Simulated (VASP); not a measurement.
Band structure of LiF (relaxed from the CsCl type structure, space group Pm-3m). Calculation: PBEsol GGA, VASP's PBE PAW potentials (set 64) (plane waves; VASP).

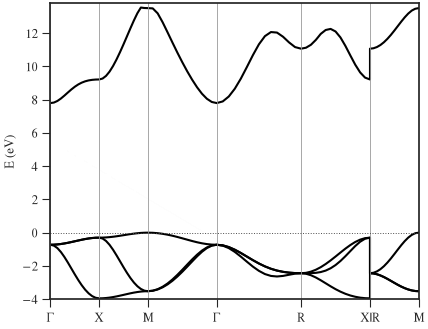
Figure. Bands along high-symmetry lines, zero at the valence-band maximum or, without a gap, the Fermi level

Q: Read the plot: is there a gap, and where are the band edges?

A: The gap is indirect, 7.80 eV, from the valence maximum at M to the conduction minimum at Γ. (Edges off the drawn lines would not show.)

The structure was generated: LiF was put into the CsCl type type (Pm-3m), which need not be its known phase. It was relaxed first, which changed the volume by +15 %.
